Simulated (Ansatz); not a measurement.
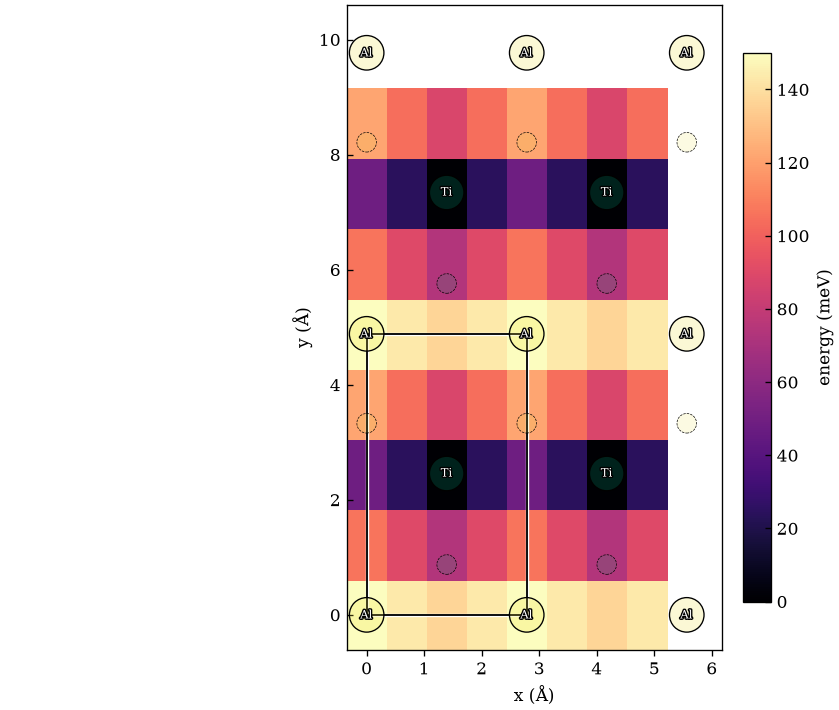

Energy landscape of CO on a TiAl(101) slab cut from the P4/mmm phase, its upper half relaxed before the scan (12 atoms of substrate and one adsorbate in a 2 × 1 cell). CO (O end down) is moved over the surface cell at a fixed height above a rigid substrate; the origin of the map has the adsorbate above Al11; the height is held at 3.00 Å. Places are given modulo a cell vector. The map is drawn in real space over the plane of the surface. Grid: 4 × 4 points; 12 points were computed and 4 follow by symmetry. Places are given in fractions of the 1 × 1 surface cell. Energies are in meV, from the lowest grid point. At a fixed height the lowest place need not be the adsorption site. The runs have no spin polarisation; a magnetic state may lie lower. Level of theory: DFT PBE+D3(BJ), scalar-relativistic, plane waves, PAW in Ansatz. Settings: cutoff 420 eV, k-mesh 5×6×1, gaussian smearing 0.1 eV, no spin polarisation.

The picture shows one coloured cell a grid point, labelled circles for the atoms of the top layer and small ones for the second layer, the outline of one cell of the 2 × 2 shown. 

Question: Where are the lowest and the highest points?

Answer: The lowest grid point is at the top site over a surface Ti atom, (2/4, 2/4) of the cell vectors. The highest grid point, the top site over a surface Al atom, (0/4, 0/4) of the cell vectors, lies 150 meV above the lowest.

The values on the grid:

```csv
"second ↓, first →",0/4,1/4,2/4,3/4
3/4,121,105,88,105
2/4,49,24,0,24
1/4,107,90,74,90
0/4,150,143,137,143
```

The whole map (12 points run) took 3.7 min on 4 threads of Arm Neoverse V2 (shared host).

PAW datasets: the set soft_1.
